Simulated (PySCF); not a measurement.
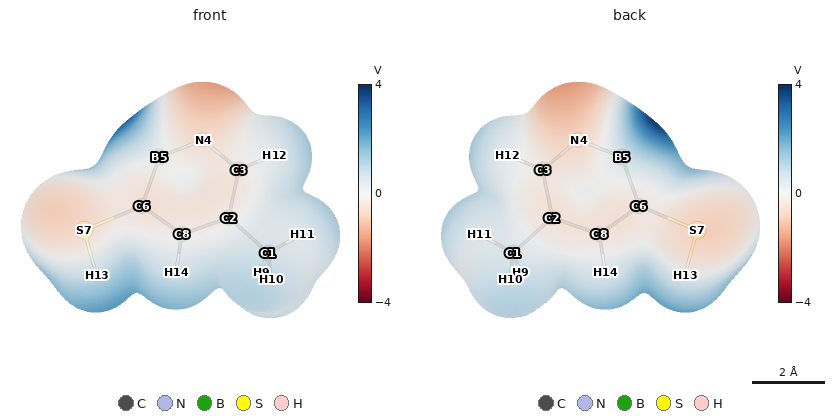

Figure 1: C5H6BNS (SMILES Cc1cnbc(S)c1). The electrostatic potential painted on the density surface at 0.004 e/bohr³, seen from the front and from behind; red is negative and blue positive.

Geometry: GFN2-xTB.

These are results of PBE0/pcSseg-1, SCF density, gas phase, non-relativistic (PySCF 2.14.0), not measurements.

```xyz
14

C    -1.7635    0.9053   -0.2788
C    -0.6384   -0.0888   -0.3148
C    -0.8858   -1.4390   -0.5021
N     0.1394   -2.2857   -0.5288
B     1.3563   -1.8164   -0.3764
C     1.8176   -0.4423   -0.1696
S     3.4407    0.2238    0.0406
C     0.6819    0.3664   -0.1566
H    -1.7554    1.4605    0.6582
H    -1.6684    1.6213   -1.0944
H    -2.7203    0.3996   -0.3734
H    -1.8862   -1.8336   -0.6280
H     3.0599    1.4967    0.1720
H     0.8215    1.4318   -0.0122
```

### Where is the surface potential most negative and most positive?

The most negative region (about −1.6 V) lies over N4, the most positive (about +3.4 V) over B5. N4 is the likeliest acceptor of a hydrogen bond.
